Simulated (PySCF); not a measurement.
# C2H3FGaN (SMILES F[CH]1N=[CH][GaH]1): SVWN5/6-31G(d) (spherical functions)

What is the vertical ionisation energy of C2H3FGaN at SVWN5/6-31G* (spherical functions)? Input form: a Python script.

The results are computed with PySCF 2.14.0.

## Step 1: The system as given

C2H3FGaN: 8 atoms, total charge 0, spin state singlet. As SMILES, `F[CH]1N=[CH][GaH]1`. Geometry: relaxed at PBE0-D4/def2-TZVP.

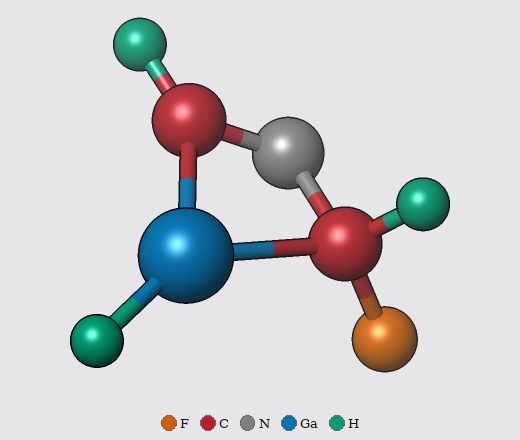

The structure, seen from a chosen angle (fluorine orange, carbon red, nitrogen grey, gallium blue, hydrogen teal).

## Step 2: The energy at SVWN5/6-31G(d) (spherical functions)

Input file job.py:

```python
# F[CH]1N=[CH][GaH]1
from pyscf import gto, dft

mol = gto.M(
    atom=[
    ('F', (-2.111100, -0.029000, 0.445400)),
    ('C', (-0.833000, 0.462900, 0.394800)),
    ('N', (0.096100, -0.395800, 1.114700)),
    ('C', (1.138600, -0.581000, 0.393600)),
    ('Ga', (0.319400, 0.154000, -1.266300)),
    ('H', (-0.838400, 1.451700, 0.860600)),
    ('H', (1.997700, -1.096100, 0.825400)),
    ('H', (0.322800, -0.023900, -2.824000)),
],
    spin=0,
    basis='6-31g*',
    max_memory=1860,
    verbose=3,
)

mf = dft.RKS(mol, xc='svwn')
mf.conv_tol = 1e-10
mf.grids.level = 8
mf.kernel()
if not mf.converged:
    mf = mf.newton().run(mf.mo_coeff, mf.mo_occ)

e_final = mf.e_tot
print('E(%s) = %.9f' % ('SVWN5', e_final))
```

Run with:

```console
$ OMP_NUM_THREADS=1 python job.py
```

Standard output:

```text
converged SCF energy = -2152.29191643299
E(SVWN5) = -2152.291916433
```

Run time: 36 s. Hardware: 1 thread of Arm Neoverse V2, shared host; peak memory 0.35 GiB.

## Step 3: The doublet cation at the same level

Input file job.py:

```python
from pyscf import gto, dft

mol = gto.M(
    atom='''
F     -2.111100    -0.029000     0.445400
C     -0.833000     0.462900     0.394800
N      0.096100    -0.395800     1.114700
C      1.138600    -0.581000     0.393600
Ga     0.319400     0.154000    -1.266300
H     -0.838400     1.451700     0.860600
H      1.997700    -1.096100     0.825400
H      0.322800    -0.023900    -2.824000
''',
    charge=1,
    spin=1,
    max_memory=1860,
    basis='6-31g*',
    verbose=3,
)

mf = dft.UKS(mol)
mf.xc = 'svwn'
mf.conv_tol = 1e-10
mf.grids.level = 8
mf.kernel()
if not mf.converged:
    mf = mf.newton().run(mf.mo_coeff, mf.mo_occ)

e_final = mf.e_tot
print('E = %.10f Eh' % e_final)
```

Run with:

```console
$ OMP_NUM_THREADS=1 python job.py
```

Standard output:

```text
converged SCF energy = -2151.96897043609  <S^2> = 0.75300707  2S+1 = 2.0030048
E = -2151.9689704361 Eh
```

It took 80 s on 1 thread of Arm Neoverse V2, shared host; peak memory 0.35 GiB.

## Step 4: Results

At SVWN5/6-31G* (spherical functions):

```
                                          quantity           value
                    singlet C2H3FGaN: total energy  -2152.29192 Eh
                   singlet C2H3FGaN: dipole moment          2.21 D
                     singlet C2H3FGaN: HOMO energy        -5.60 eV
                     singlet C2H3FGaN: LUMO energy        -3.06 eV
                   singlet C2H3FGaN: HOMO–LUMO gap         2.54 eV
                      doublet cation: total energy  -2151.96897 Eh
doublet cation: HOMO energy (highest over α and β)       -12.46 eV
 doublet cation: LUMO energy (lowest over α and β)       -11.99 eV
                              doublet cation: ⟨S²⟩           0.753
vertical ionisation energy (to the doublet cation)        8.788 eV
```

What this shows: The vertical ionisation energy comes to 8.79 eV (203 kcal/mol). −ε(HOMO) before ionisation, 5.60 eV, is 3.19 eV below this ionisation energy. Mulliken charges (singlet C2H3FGaN) run from -0.26 on Ga5 to +0.24 on C2; they depend strongly on the basis.
